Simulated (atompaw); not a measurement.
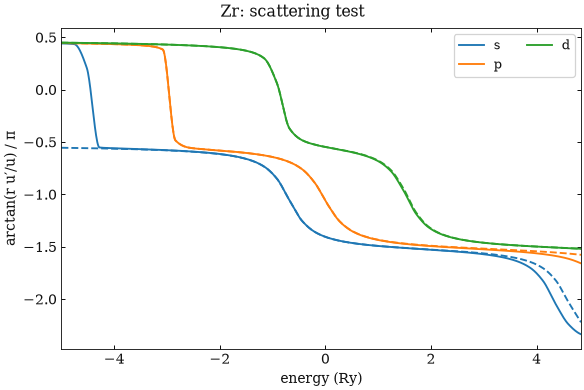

Unwrapped phase arctan(r u′/u) in units of π against energy, all-electron (solid) and pseudo (dashed); the pseudo phase is matched to the all-electron one at the reference energy. Here u = r R(r). A near-vertical step is a level narrower than the spacing of the points behind the curves.

Input of atompaw 4.2.0.5:

```
Zr 40
GGA-PBE scalarrelativistic loggrid 1500 logderivrange -5 5 251
5 5 4 0 0 0
5 0 1
5 1 0
4 2 2
0 0 0
c
c
c
c
v
c
c
v
v
c
v
2
3.00 2.55 2.60 1.70
y
0.85
n
n
y
3.6
n
custom polynom gramschmidtortho besselshape
bessel
3.00
3.00
1.80
2.10
2.00
3.00
```

Launched with:
```bash
atompaw < Zr.input > Zr.log
```

Functional and relativity: PBE, scalar-relativistic.

Question: Counted from its reference energy, which channel leaves the all-electron phase first?

Answer: The d channel: its phase error passes 0.05 rad 2.1 Ry above its reference energy, against 4.1 Ry for s.

Question: Over which energies does the pseudo-atom scatter like the all-electron atom (phases within 0.05 rad)?

Answer: s: between about -4.3 and 3.4 Ry; p: up to about 3.8 Ry; d: up to about 1.4 Ry.
